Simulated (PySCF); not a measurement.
**[Dy(H2O)3]3+: how settings move a single point**

Which settings matter for [Dy(H2O)3]3+? Each run alters one on purpose. The species was built from a template and needn't be a known compound.

Program: PySCF 2.14.0. Level of theory: r2SCAN, Dy lcecp-1-SVP with ECP55, O def2-SVP, H def2-SVP; scalar-relativistic core potentials, no spin–orbit coupling. These are calculated values, not measurements.

3 further runs of the same task are left out: 2 for a known fault of the program, 1 that didn't finish.

## 1. Starting geometry

10 atoms, charge 3, spin multiplicity 1.

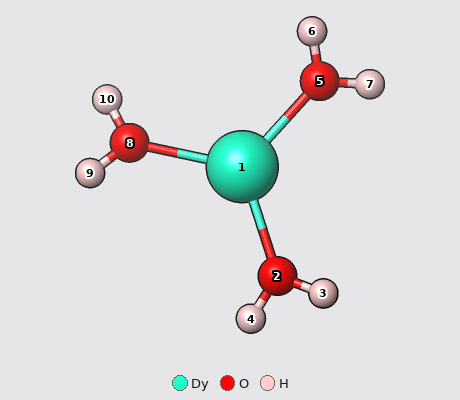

The geometry (dysprosium teal, oxygen red, hydrogen pink); atoms are numbered from 1 in the order of the file.

Coordinates:

```xyz
10
DyH6O3
Dy    0.0000    0.0000    0.0000
O     2.2598    0.0000    0.0000
H     2.8797    0.7542    0.1711
H     2.8797   -0.7543   -0.1711
O    -1.1299    1.9571    0.0000
H    -2.0930    2.1168    0.1711
H    -0.7866    2.8710   -0.1711
O    -1.1299   -1.9571    0.0000
H    -0.7867   -2.8710    0.1711
H    -2.0931   -2.1167   -0.1711
```

Formal oxidation states: Dy +3. Each metal's 9 4f electrons lie in its core potential, so multiplicities, spins and levels count the valence alone. An earlier session relaxed this geometry at r2SCAN, Dy lcecp-1-SVP with ECP55, O def2-SVP, H def2-SVP (singlet, point group D3).

The sound run used a (50, 194) grid (finer on f atoms), a threshold of 1e-8 and at most 55 cycles, and ended at -265.011565 Eh.

## 2. Try 1

Input file run.py (the lines that set the calculation):

```python
mol = gto.M(atom='''
Dy     0.00000     0.00000     0.00000
O      2.25982    -0.00001     0.00000
H      2.87968     0.75423     0.17110
H      2.87967    -0.75427    -0.17110
O     -1.12990     1.95707     0.00000
H     -2.09303     2.11676     0.17110
H     -0.78662     2.87101    -0.17110
O     -1.12992    -1.95706     0.00000
H     -0.78666    -2.87100     0.17110
H     -2.09306    -2.11674    -0.17110''',
    basis={'Dy': 'lcecp-1-SVP', 'O': 'def2-SVP', 'H': 'def2-SVP'},
    ecp={'Dy': 'lcecp-1-SVP'},
    charge=3, spin=0)
mf = dft.RKS(mol, xc='R2SCAN')
mf.grids.atom_grid = (50, 194)  # f atoms: unpruned, at least (60, 302)
mf = mf.density_fit()  # fitting sets: Dy AutoAux, O def2-universal-JKFIT, H def2-universal-JKFIT
mf.conv_tol = 1e-06; mf.max_cycle = 55
mf.kernel(dm0)  # dm0: free metal ions and neutral atoms
```

Started as:

```console
> OMP_NUM_THREADS=2 python run.py
```

Output:

```text
init E= -256.082240343066
  HOMO = -1.32814497172451  LUMO = -0.722799191948724  gap/eV = 16.47230
cycle= 1 E= -263.033050215017  delta_E= -6.95  |g|= 3.25  |ddm|=  3.2
  HOMO = -0.633164869638952  LUMO = -0.513511027177323  gap/eV = 3.25595
cycle= 2 E= -251.064704748003  delta_E=   12  |g|= 6.28  |ddm|= 6.77
  HOMO = -0.896494921390419  LUMO = -0.490740025569099  gap/eV = 11.04115
cycle= 3 E= -264.788546307255  delta_E= -13.7  |g|= 0.836  |ddm|= 6.36
  HOMO = -0.902970931477441  LUMO = -0.648345976049746  gap/eV = 6.92870
cycle= 4 E= -264.99799551287  delta_E= -0.209  |g|= 0.266  |ddm|= 1.36
  HOMO = -0.8778905669514  LUMO = -0.636372407626112  gap/eV = 6.57204
cycle= 5 E= -265.011265470836  delta_E= -0.0133  |g|= 0.0376  |ddm|= 0.164
  HOMO = -0.876920076598028  LUMO = -0.638696479314428  gap/eV = 6.48239
cycle= 6 E= -265.011560202611  delta_E= -0.000295  |g|= 0.00458  |ddm|= 0.0254
  HOMO = -0.877063500405656  LUMO = -0.639560254104611  gap/eV = 6.46279
cycle= 7 E= -265.0115649335  delta_E= -4.73e-06  |g|= 0.000894  |ddm|= 0.00562
  HOMO = -0.876960707308702  LUMO = -0.63951983409137  gap/eV = 6.46110
cycle= 8 E= -265.011565079534  delta_E= -1.46e-07  |g|= 0.000113  |ddm|= 0.000569
  HOMO = -0.876950681294338  LUMO = -0.639531884738624  gap/eV = 6.46049
Extra cycle  E= -265.011565074366  delta_E= 5.17e-09  |g|= 0.0002  |ddm|= 0.000212
converged SCF energy = -265.011565074366
```

Run time: 5.5 s. Hardware: 2 threads of Arm Neoverse V2, shared host.

Changed: the SCF threshold (1e-06). It converges in 8 cycles, at the sound run's energy within 0.001 eV, with a largest force component of 0.01 eV/Å. The result survives the change.

## 3. Try 2

Input file run.py (the lines that set the calculation):

```python
mol = gto.M(atom='''
Dy     0.00000     0.00000     0.00000
O      2.53100    -0.00002     0.00000
H      3.22525     0.84474     0.19164
H      3.22524    -0.84478    -0.19164
O     -1.26549     2.19192     0.00000
H     -2.34419     2.37077     0.19164
H     -0.88101     3.21553    -0.19164
O     -1.26552    -2.19190     0.00000
H     -0.88105    -3.21552     0.19164
H     -2.34422    -2.37074    -0.19164''',
    basis={'Dy': 'lcecp-1-SVP', 'O': 'def2-SVP', 'H': 'def2-SVP'},
    ecp={'Dy': 'lcecp-1-SVP'},
    charge=3, spin=0)
mf = dft.RKS(mol, xc='R2SCAN')
mf.grids.atom_grid = (50, 194)  # f atoms: unpruned, at least (60, 302)
mf = mf.density_fit()  # fitting sets: Dy AutoAux, O def2-universal-JKFIT, H def2-universal-JKFIT
mf.conv_tol = 1e-08; mf.max_cycle = 55
mf.kernel(dm0)  # dm0: free metal ions and neutral atoms
```

Started as:

```console
> OMP_NUM_THREADS=2 python run.py
```

Output:

```text
init E= -255.758338774964
  HOMO = -1.24973838547006  LUMO = -0.685717294224475  gap/eV = 15.34780
cycle= 1 E= -262.642282524631  delta_E= -6.88  |g|= 3.38  |ddm|= 3.01
  HOMO = -0.616720029961244  LUMO = -0.499486934278683  gap/eV = 3.19008
cycle= 2 E= -244.697054648045  delta_E= 17.9  |g|= 6.39  |ddm|= 7.68
  HOMO = -0.869390299512022  LUMO = -0.507025977476884  gap/eV = 9.86044
cycle= 3 E= -264.590764706574  delta_E= -19.9  |g|= 1.01  |ddm|= 7.43
  HOMO = -0.851856365056479  LUMO = -0.642249379157347  gap/eV = 5.70370
cycle= 4 E= -264.872148645677  delta_E= -0.281  |g|= 0.48  |ddm|= 1.49
  HOMO = -0.812124286968809  LUMO = -0.639917346057941  gap/eV = 4.68599
cycle= 5 E= -264.919833314719  delta_E= -0.0477  |g|= 0.0709  |ddm|= 0.284
  HOMO = -0.809848333917552  LUMO = -0.645753483509244  gap/eV = 4.46525
cycle= 6 E= -264.920964442344  delta_E= -0.00113  |g|= 0.0112  |ddm|= 0.059
  HOMO = -0.809662234777667  LUMO = -0.645948207738473  gap/eV = 4.45489
cycle= 7 E= -264.920986427488  delta_E= -2.2e-05  |g|= 0.00231  |ddm|= 0.00733
  HOMO = -0.809425624157424  LUMO = -0.645822118510389  gap/eV = 4.45188
cycle= 8 E= -264.92098743077  delta_E= -1e-06  |g|= 0.000347  |ddm|= 0.00141
  HOMO = -0.809423370903036  LUMO = -0.645836306570364  gap/eV = 4.45143
cycle= 9 E= -264.920987452082  delta_E= -2.13e-08  |g|= 0.000161  |ddm|= 0.000323
  HOMO = -0.809422025986272  LUMO = -0.645848783299127  gap/eV = 4.45105
cycle= 10 E= -264.920987457651  delta_E= -5.57e-09  |g|= 1.15e-05  |ddm|= 0.000137
  HOMO = -0.809422802534366  LUMO = -0.645843245204518  gap/eV = 4.45123
Extra cycle  E= -264.920987457596  delta_E= 5.51e-11  |g|= 2.05e-05  |ddm|= 4.12e-05
converged SCF energy = -264.920987457596
```

It took 5.9 s on 2 threads of Arm Neoverse V2, shared host.

Changed: the scale of all coordinates (1.12). It converges in 10 cycles, +2.465 eV from the sound run, with a largest force component of 3.67 eV/Å. The setting is unsound, so these numbers aren't the compound's.

## 4. Try 3

Input file run.py (the lines that set the calculation):

```python
mol = gto.M(atom='''
Dy     0.00000     0.00000     0.00000
O      2.25982    -0.00001     0.00000
H      2.87968     0.75423     0.17110
H      2.87967    -0.75427    -0.17110
O     -1.12990     1.95707     0.00000
H     -2.09303     2.11676     0.17110
H     -0.78662     2.87101    -0.17110
O     -1.12992    -1.95706     0.00000
H     -0.78666    -2.87100     0.17110
H     -2.09306    -2.11674    -0.17110''',
    basis={'Dy': 'lcecp-1-SVP', 'O': 'def2-SVP', 'H': 'def2-SVP'},
    ecp={'Dy': 'lcecp-1-SVP'},
    charge=3, spin=0)
mf = dft.RKS(mol, xc='R2SCAN')
mf.grids.atom_grid = (50, 194)  # f atoms: unpruned, at least (60, 302)
mf = mf.density_fit()  # fitting sets: Dy AutoAux, O def2-universal-JKFIT, H def2-universal-JKFIT
mf.conv_tol = 1e-08; mf.max_cycle = 55
mf.kernel(dm0)  # dm0: smeared density
```

Started as:

```console
> OMP_NUM_THREADS=2 python run.py
```

Output:

```text
init E= -264.986686484081
  HOMO = -0.880056262967398  LUMO = -0.636593237466784  gap/eV = 6.62497
cycle= 1 E= -265.011079255226  delta_E= -0.0244  |g|= 0.0426  |ddm|= 0.0665
  HOMO = -0.870966772895047  LUMO = -0.644284154601319  gap/eV = 6.16835
cycle= 2 E= -265.010293646728  delta_E= 0.000786  |g|= 0.0774  |ddm|= 0.105
  HOMO = -0.877299170800837  LUMO = -0.640930816378347  gap/eV = 6.43191
cycle= 3 E= -265.011557458622  delta_E= -0.00126  |g|= 0.00482  |ddm|= 0.0546
  HOMO = -0.876919465650694  LUMO = -0.639518658035704  gap/eV = 6.46001
cycle= 4 E= -265.011565038072  delta_E= -7.58e-06  |g|= 0.000494  |ddm|= 0.00739
  HOMO = -0.876955599524151  LUMO = -0.639519095524489  gap/eV = 6.46098
cycle= 5 E= -265.011565081687  delta_E= -4.36e-08  |g|= 4.86e-05  |ddm|= 0.000325
  HOMO = -0.876958462113041  LUMO = -0.639525983952442  gap/eV = 6.46087
cycle= 6 E= -265.011565082201  delta_E= -5.14e-10  |g|= 3.34e-06  |ddm|= 6.34e-05
  HOMO = -0.876958314381111  LUMO = -0.639525861819554  gap/eV = 6.46087
Extra cycle  E= -265.0115650822  delta_E= 1.02e-12  |g|= 4.31e-06  |ddm|= 4.92e-06
converged SCF energy = -265.0115650822
```

Run time: 4.9 s. Hardware: 2 threads of Arm Neoverse V2, shared host.

Changed: the starting guess (smeared density). It converges in 6 cycles, at the sound run's energy within 0.001 eV, with a largest force component of 0.01 eV/Å. The result survives the change.

## 5. Try 4

run.py (the lines that set the calculation): that of step 4 with these lines changed.

```diff
@@ -17,3 +17,3 @@
 mf = mf.density_fit()  # fitting sets: Dy AutoAux, O def2-universal-JKFIT, H def2-universal-JKFIT
-mf.conv_tol = 1e-08; mf.max_cycle = 55
-mf.kernel(dm0)  # dm0: smeared density
+mf.conv_tol = 1e-08; mf.max_cycle = 67
+mf.kernel(dm0)  # dm0: core Hamiltonian
```

Started as:

```console
> OMP_NUM_THREADS=2 python run.py
```

Output:

```text
init E= -243.391377677075
cycle= 1 E= -234.983914829251  delta_E= 8.41  |g|= 6.45  |ddm|= 13.5
cycle= 2 E= -231.128662122263  delta_E= 3.86  |g|= 8.07  |ddm|= 12.9
  HOMO = -1.36942815653301  LUMO = -1.0750901607  gap/eV = 8.00934
cycle= 3 E= -262.442738945272  delta_E= -31.3  |g|= 3.58  |ddm|= 8.39
  HOMO = -1.01312346533608  LUMO = -0.726475521958296  gap/eV = 7.80009
cycle= 4 E= -264.081830885657  delta_E= -1.64  |g|= 2.04  |ddm|= 2.41
  HOMO = -1.05105851618141  LUMO = -0.575149788785398  gap/eV = 12.95014
cycle= 5 E= -264.555135350594  delta_E= -0.473  |g|= 1.47  |ddm|=  1.1
  HOMO = -0.896593112093171  LUMO = -0.62801218418594  gap/eV = 7.30846
cycle= 6 E= -264.789927298976  delta_E= -0.235  |g|= 1.07  |ddm|= 0.857
  HOMO = -0.866765093415829  LUMO = -0.658095490429786  gap/eV = 5.67819
cycle= 7 E= -265.002759788056  delta_E= -0.213  |g|= 0.204  |ddm|= 0.762
  HOMO = -0.878289645055482  LUMO = -0.641614270602573  gap/eV = 6.44026
cycle= 8 E= -265.011215708783  delta_E= -0.00846  |g|= 0.043  |ddm|= 0.166
  HOMO = -0.876260686418009  LUMO = -0.639169777932664  gap/eV = 6.45157
cycle= 9 E= -265.011395661344  delta_E= -0.00018  |g|= 0.0295  |ddm|= 0.0414
  HOMO = -0.877017991538097  LUMO = -0.639255847611582  gap/eV = 6.46984
cycle= 10 E= -265.011558977639  delta_E= -0.000163  |g|= 0.00538  |ddm|= 0.0207
  HOMO = -0.876930306139369  LUMO = -0.639603121424561  gap/eV = 6.45800
cycle= 11 E= -265.011564919288  delta_E= -5.94e-06  |g|= 0.000771  |ddm|= 0.00501
  HOMO = -0.876964893268155  LUMO = -0.639530347299477  gap/eV = 6.46092
cycle= 12 E= -265.011565077891  delta_E= -1.59e-07  |g|= 0.000136  |ddm|= 0.000971
  HOMO = -0.876958340061514  LUMO = -0.639523007778062  gap/eV = 6.46094
cycle= 13 E= -265.011565082145  delta_E= -4.25e-09  |g|= 1.35e-05  |ddm|= 0.000134
  HOMO = -0.876957342947472  LUMO = -0.639527840566603  gap/eV = 6.46079
Extra cycle  E= -265.011565082127  delta_E= 1.76e-11  |g|= 1.8e-05  |ddm|= 3.27e-05
converged SCF energy = -265.011565082127
```

Wall time 7.2 s (2 threads of Arm Neoverse V2, shared host).

Changed: the starting guess (bare core Hamiltonian); the cycle limit is 67. It converges in 13 cycles, at the sound run's energy within 0.001 eV, with a largest force component of 0.01 eV/Å. The result survives the change.

## 6. Results

| run | changed | ending | energy change (eV) | cycles | time | usable |
| --- | --- | --- | --- | --- | --- | --- |
| 1 | the SCF threshold | converged | 0.000 | 8 | 5.5 s | yes |
| 2 | the scale of all coordinates | converged | +2.465 | 10 | 5.9 s | no |
| 3 | the starting guess | converged | 0.000 | 6 | 4.9 s | yes |
| 4 | the starting guess | converged | 0.000 | 13 | 7.2 s | yes |

3 of 4 altered runs give a usable result. 1 ended normally with numbers unfit to quote.
